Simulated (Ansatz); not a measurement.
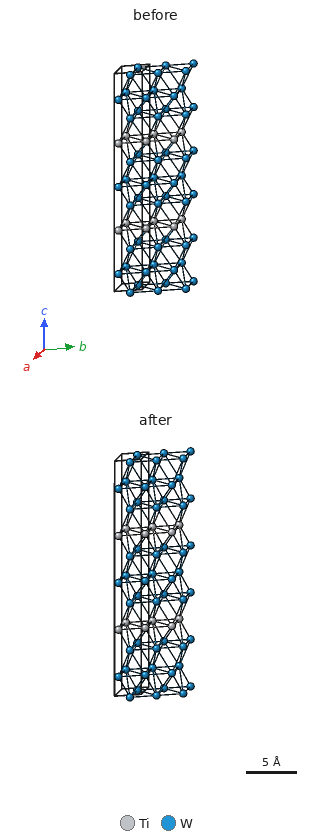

The structure of crystalline TiW₄ (a generated structure, set up in P-6m2) before (top) and after (bottom) a relaxation, at one scale.

Style: ball-and-stick. Shown: the cell of the calculation, repeated 2 × 3 × 1 with one cell outlined, slightly off an axis.

All numbers below come from DFT PBE, scalar-relativistic, plane waves, PAW (Ansatz 0.2.0). (plane-wave cutoff 420 eV; k-point mesh 12 × 12 × 2; occupations gaussian; smearing width 0.1 eV; no spin polarisation; cell and atoms relaxed; force threshold 0.01 eV/Å; at most 80 steps)

**Describe what moved and what it gained.**

The largest moves relative to the cell, 0.008 Å, are those of Ti atoms. Largest moves by element: Ti 0.008 Å, W 0.006 Å. Cell: a = b 2.906 → 2.784 Å (−4.2 %), c 22.856 → 24.667 Å (+7.9 %). Volume −0.9 %. Near-neighbour distances that change, for instance: Ti–Ti 2.906 → 2.784 Å, W–W 2.906 → 2.784 Å, W–W 2.835 → 2.947 Å, Ti–W 2.835 → 2.946 Å. The space group stays P-6m2 (No. 187). Over 6 accepted moves (8 points after the start) the energy falls by 0.659 eV per cell of the calculation. The largest force component goes from 0.076 to 0.0015 eV/Å. Pressure: −3.63 GPa at the start and 0.00 GPa at the end. At 2 points the geometry stayed and the basis and grid were re-selected for the new cell (energy shift of 0.7 meV per cell of the calculation at most each time). The run took 11 min on 1 thread of Arm Neoverse V1, on a shared host, peak memory 0.65 GiB.
